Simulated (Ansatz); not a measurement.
BSiSbH6O: phonon calculation

- system: BSiSbH6O, SMILES BO[SiH2][SbH2]
- method: RKS r2SCANh/def2-SVP (Ansatz 0.2.0)

It belongs to a series of runs on one base structure; here: vibrations at the highest image of the band.

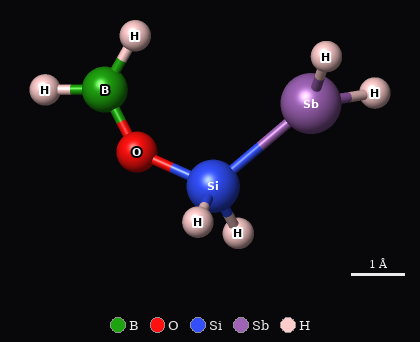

The structure (ball-and-stick view, seen at a tilt). Sticks mark near contacts. Bond lengths as drawn: B–H 1.21 Å, B–O 1.35 Å, H–Sb 1.66 Å, H–Si 1.48 Å, O–Si 1.67 Å and Sb–Si 2.47 Å.

Summary

```csv
quantity,value
outcome,converged
total energy,−17231.3577 eV
mean-field energy,−17231.3577 eV
largest force (length of the vector),0.022 eV/Å
hardware,"2 threads of Arm Neoverse V2, 24 GiB of memory available, shared host"
wall time,2.3 min (CPU time 4.5 min)
peak memory,0.24 GiB
```

Input
```yaml
crystal:
  periodic: [false, false, false]
  atoms:
    - { symbol: B, position_ang: [-2.134582, 0.254459, 0.181709] }
    - { symbol: O, position_ang: [-1.25112, -0.754306, 0.33116] }
    - { symbol: Si, position_ang: [0.397742, -1.042926, 0.323451] }
    - { symbol: Sb, position_ang: [1.838884, 0.77621, -0.50949] }
    - { symbol: H, position_ang: [-1.747341, 1.377102, -0.052933] }
    - { symbol: H, position_ang: [-3.307837, -0.011892, 0.295146] }
    - { symbol: H, position_ang: [0.6429, -2.157773, -0.620691] }
    - { symbol: H, position_ang: [0.762629, -1.342123, 1.726903] }
    - { symbol: H, position_ang: [2.400226, 2.070333, 0.370546] }
    - { symbol: H, position_ang: [2.481699, 0.779617, -2.0431] }
basis:
  gaussian: { orbitals: def2-SVP }
hamiltonian:
  xc: r2scanh
phonons: {}
```

Launched with:
```bash
ansatz run input.yaml --threads 2 --pin off --max-ram 3072MiB --backend cpu --events-out ev --progress --plain --runs-dir out
```

The program's output
```
Engine: ansatz 0.2.0, aarch64-unknown-linux-gnu
Functional definition: r2SCANh
  parameter a = 0.1
  parameter k0 = 0.174
  parameter k1 = 0.065
  parameter a1 = 4.9479
  exchange = (1 - a)*r2scan_x(k0 = k0, k1 = k1, a1 = a1) + a*exact_x
  correlation = r2scan_c
1174 factors; integrals over basis functions are off by at most 4.7e-4 eV
mean field evaluation 1: about -17228.1155 eV, gradient 4.2e1 eV
mean field evaluation 2: about -17216.6523 eV, gradient 8.6e1 eV
mean field evaluation 4: about -17231.3206 eV, gradient 3.1e0 eV
mean field evaluation 8: about -17231.3577 eV, gradient 2.4e-2 eV
mean field -17231.35772016 eV, -633.2407163820 hartree, gradient 6.0e-5 eV, S^2 0.000000; 0 other end points of the search recorded, 0 dependent functions left out
the calculation of the forces begins
reference -17231.35773121 eV, -633.2407167883 hartree; 28, 28 occupied and 74, 74 virtual orbitals, 1174 factors
these checks for a lower state are left out or cut short: stability, starts, cluster_reference, orbital_swaps, neighbouring_geometries, increment
1174 factors; integrals over basis functions are off by at most 4.7e-4 eV
mean field evaluation 16: about -17231.3487 eV, gradient 1.7e-1 eV
mean field -17231.35753557 eV, -633.2407095986 hartree, gradient 2.8e-6 eV, S^2 0.000000; 0 other end points of the search recorded, 0 dependent functions left out
[... from here on the field's lines of each further geometry are left out, up to the last ...]
the calculation of the forces begins
reference -17231.35769253 eV, -633.2407153668 hartree; 28, 28 occupied and 74, 74 virtual orbitals, 1174 factors
these checks for a lower state are left out or cut short: stability, starts, cluster_reference, orbital_swaps, neighbouring_geometries, increment
1174 factors; integrals over basis functions are off by at most 4.7e-4 eV
mean field -17231.35767003 eV, -633.2407145398 hartree, gradient 1.3e-6 eV, S^2 0.000000; 0 other end points of the search recorded, 0 dependent functions left out
the calculation of the forces begins
reference -17231.35768108 eV, -633.2407149461 hartree; 28, 28 occupied and 74, 74 virtual orbitals, 1174 factors
WARN: phonons: modes at or below zero, which the zero-point energy, F, S and C_V leave out: 1, the lowest at -667.44 cm⁻¹. A minimum has none, and a first-order saddle one
Total energy: -17231.35773121 eV, -633.2407167883 hartree
Atom 0 at    -2.134582     0.254459     0.181709 Å, force    -0.013528     0.010085    -0.000473 eV/Å
Atom 1 at    -1.251120    -0.754306     0.331160 Å, force     0.018262     0.000234    -0.011413 eV/Å
Atom 2 at     0.397742    -1.042926     0.323451 Å, force    -0.012141    -0.003226    -0.003910 eV/Å
Atom 3 at     1.838884     0.776210    -0.509490 Å, force     0.001891     0.000218    -0.004415 eV/Å
Atom 4 at    -1.747341     1.377102    -0.052933 Å, force    -0.002231    -0.006973    -0.001780 eV/Å
Atom 5 at    -3.307837    -0.011892     0.295146 Å, force     0.004537    -0.003836     0.002667 eV/Å
Atom 6 at     0.642900    -2.157773    -0.620691 Å, force    -0.004167     0.000442     0.004203 eV/Å
Atom 7 at     0.762629    -1.342123     1.726903 Å, force     0.005541     0.003270     0.009443 eV/Å
Atom 8 at     2.400226     2.070333     0.370546 Å, force     0.006242    -0.005037     0.003335 eV/Å
Atom 9 at     2.481699     0.779617    -2.043100 Å, force    -0.004405     0.004824     0.002342 eV/Å
Dipole moment:     0.192391    -0.047170     0.016414 e Å
Vibrations: -667.44 58.13 107.52 146.80 249.10 258.83 308.58 357.89 546.09 723.30 753.71 790.30 854.02 898.47 1011.15 1069.62 1228.76 1393.26 2116.29 2145.43 2281.61 2299.46 2556.15 2657.55 cm⁻¹, zero-point energy 1.538149 eV
```

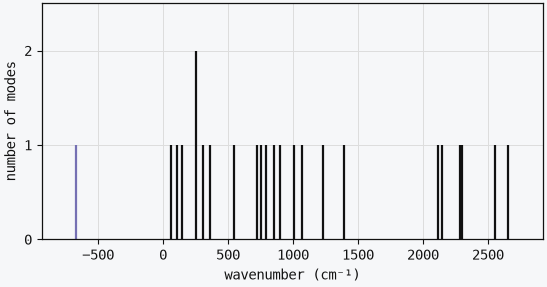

Harmonic vibrational wavenumbers from the force constants; neighbouring modes closer than 15 cm⁻¹ are counted in one stick, and imaginary ones are drawn at negative wavenumbers. 24 modes from 667i to 2658 cm⁻¹, 1 imaginary beyond 8i (667i cm⁻¹): a first-order saddle point, if the geometry is stationary.
